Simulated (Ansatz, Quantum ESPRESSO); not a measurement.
# Al(110): the work function at a withheld member of a series

**Set-up.** Quantum ESPRESSO 7.5, PBE, GBRV ultrasoft. Symmetric 1×1 slabs with 16 Å of vacuum in the starting cell; the two outer layers of each face relax in a periodic cell and the inner ones are held; a run under open boundaries (ESM, bc1) then gives the work function. Cold smearing of 0.02 Ry, one mesh for all thicknesses. The slabs take the lattice constants of the bulk relaxed by the same program. The series steps the number of layers.

| number of layers | work function (eV) |
| --- | --- |
| 4 layers | 4.153 |
| 5 layers | 4.026 |
| 6 layers | 3.943 |
| 7 layers | 3.991 |
| 8 layers | 4.164 |
| 10 layers | 4.047 |
| 12 layers | 3.999 |

To predict: What is the work function at 14 layers?

**Worked estimate.** The rows at 10 layers and 12 layers give a slope of (3.999 − (4.047))/(12 − (10)) = −0.024, so a straight line gives 3.951 eV. A parabola through these and the row at 8 layers gives 4.020 eV.

**Check.** 4.043 eV. The line misses by −0.092 and the parabola by −0.023 eV. The parabola does better, partly by luck: the series turns more than once.

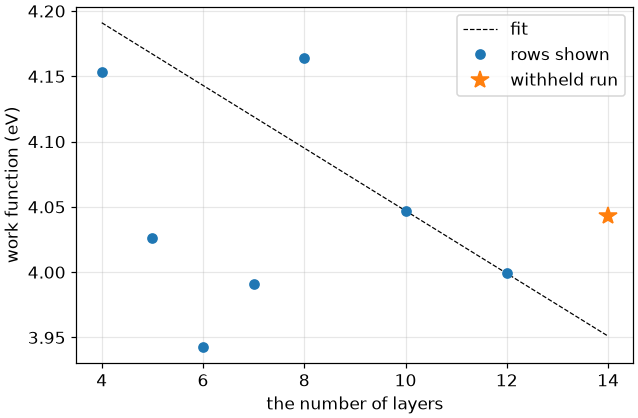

The rows shown, the fit and the withheld run.

Caveats: Unreconstructed faces. One mesh, so part of the swing with thickness is sampling.
